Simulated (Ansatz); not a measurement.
## InF$_{3}$: one change and its effect

System: InF$_{3}$.
Method of run 1: RKS B2PLYP (frozen core)/def2-TZVPP (Ansatz 0.2.0).

The geometry comes from this level: PBE0-D4/def2-TZVP. Text and figures count atoms from 1; the logs count them from 0 in places.

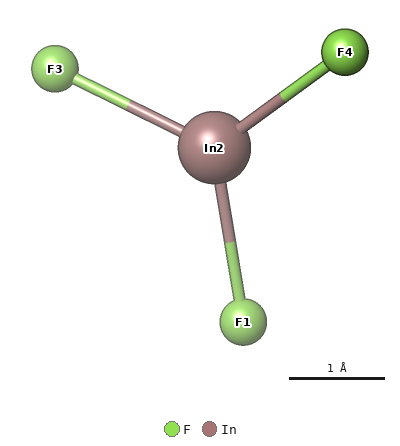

Figure 1. The structure (ball-and-stick view, seen at an oblique angle; atoms are numbered from 1 in the order of the input). Sticks mark near contacts.

## Input file, run 1
```yaml
crystal:
  periodic: [false, false, false]
  atoms:
    - {symbol: F, position_ang: [-1.305657, -0.375485, 1.339823]}
    - {symbol: In, position_ang: [0.013932, -0.015074, -0.005127]}
    - {symbol: F, position_ang: [1.768078, -0.777134, 0.143748]}
    - {symbol: F, position_ang: [-0.420952, 1.107392, -1.498744]}
basis:
  gaussian: {orbitals: def2-TZVPP}
hamiltonian: {xc: {name: B2PLYP}}
```

Hardware: 2 CPU threads, shared host.

## Output (run 1)
```
Functional definition: B2PLYP
  parameter a = 0.53
  parameter c = 0.27
  exchange = (1 - a)*b88_x + a*exact_x
  correlation = (1 - c)*lyp_c + c*(mp2_os + mp2_ss)
1106 factors; integrals over basis functions are off by at most 8.6e-4 eV
mean field evaluation 1: about -13305.1996 eV, gradient 6.3e1 eV
mean field evaluation 2: about -13305.2993 eV, gradient 6.3e1 eV
mean field evaluation 4: about -13311.2534 eV, gradient 1.0e0 eV
mean field evaluation 8: about -13311.2827 eV, gradient 6.3e-2 eV
mean field evaluation 16: about -13311.2827 eV, gradient 7.3e-5 eV
mean field -13311.28271967 eV, -489.1806172365 hartree, gradient 6.5e-6 eV, S^2 0.000000; 0 other end points of the search recorded, 0 dependent functions left out
7 core orbitals not correlated: weight in the atoms' cores, before any rotation towards them, 1.000 or more for the frozen orbitals, at most 0.000 for the correlated occupied ones
reference -13311.28287859 eV, -489.1806230765 hartree; 17, 17 occupied and 119, 119 virtual orbitals, 1106 factors
second order -33.57868355 eV of doubles, -0.00000000 eV of singles
Total energy: -13320.34912315 eV, -489.5138014187 hartree
```

The input of run 2 differs as follows (lines with − go, lines with + come):
```diff
-hamiltonian: {xc: {name: B2PLYP}}
+hamiltonian: {xc: {name: PBE-QIDH}}
```

Predict how the results change.

The total energies belong to different methods, so their difference says nothing on which is more stable or more accurate. The functional changes from B2PLYP to PBE-QIDH.

## Output (run 2)
```
Functional definition: PBE-QIDH
  parameter a = 3^(-1/3)
  parameter c = 1/3
  exchange = (1 - a)*pbe_x + a*exact_x
  correlation = (1 - c)*pbe_c + c*(mp2_os + mp2_ss)
1106 factors; integrals over basis functions are off by at most 8.6e-4 eV
mean field evaluation 1: about -13300.5508 eV, gradient 5.8e1 eV
mean field evaluation 2: about -13300.5696 eV, gradient 5.8e1 eV
mean field evaluation 4: about -13305.5765 eV, gradient 1.2e0 eV
mean field evaluation 8: about -13305.5928 eV, gradient 5.8e-2 eV
mean field evaluation 16: about -13305.5928 eV, gradient 8.9e-6 eV
mean field -13305.59279817 eV, -488.9715164782 hartree, gradient 2.1e-6 eV, S^2 0.000000; 0 other end points of the search recorded, 0 dependent functions left out
7 core orbitals not correlated: weight in the atoms' cores, before any rotation towards them, 1.000 or more for the frozen orbitals, at most 0.000 for the correlated occupied ones
reference -13305.59281392 eV, -488.9715170567 hartree; 17, 17 occupied and 119, 119 virtual orbitals, 1106 factors
second order -31.17601929 eV of doubles, -0.00000000 eV of singles
Total energy: -13315.98482035 eV, -489.3534162491 hartree
```

## The two runs side by side

```csv
quantity,run 1,run 2
outcome,converged,converged
total energy (hartree),−489.513801,−489.353416
basis functions,143,143
wall time (shared host),17 s,4.1 s
```
